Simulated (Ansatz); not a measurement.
PtS2 (CdI2 type)

```xyz
3
Lattice="3.5523 0.0000 0.0000 -1.7762 3.0764 0.0000 0.0000 0.0000 5.1272" Properties=species:S:1:pos:R:3 pbc="T T T"
Pt     0.0000     0.0000     0.0000
S      0.0000     2.0509     1.2259
S      1.7762     1.0255     3.9013
```

Equation-of-state scan: isotropic scaling of the cell above, V₀ being its volume. The atoms relax within the cell's symmetry.

Computed with r2SCAN+rVV10 (plane waves to 500 eV, PAW, scalar-relativistic; Ansatz, an electronic-structure program). k mesh 11×11×7 (Γ-centred), Fermi-Dirac smearing 0.05 eV. E stands for the smeared free energy. With the shape held, the modulus is that of even scaling; a crystal free to change shape is softer. PtS2 is run without spin polarisation. PtS2 was relaxed with its symmetry unable to fall. Spin-orbit coupling is left out, though Pt is heavy. The zero of ΔE is the relaxed starting cell.

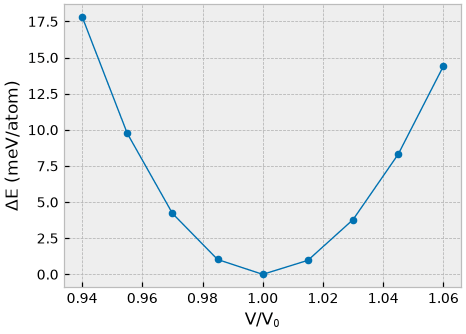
Fig. 1. ΔE (meV/atom) against V/V₀; computed points joined by lines.

Q: What bulk modulus at fixed cell shape B₀ follows from a third-order Birch-Murnaghan fit?

A: About 76 GPa.

Q: What is ΔE at V/V₀ = 1.060?

A: About 14 meV/atom.

Q: What is ΔE at V/V₀ = 0.940?

A: About 18 meV/atom.

(Under strain, the slope of the energy per volume gives the stress and its curvature an elastic modulus.)
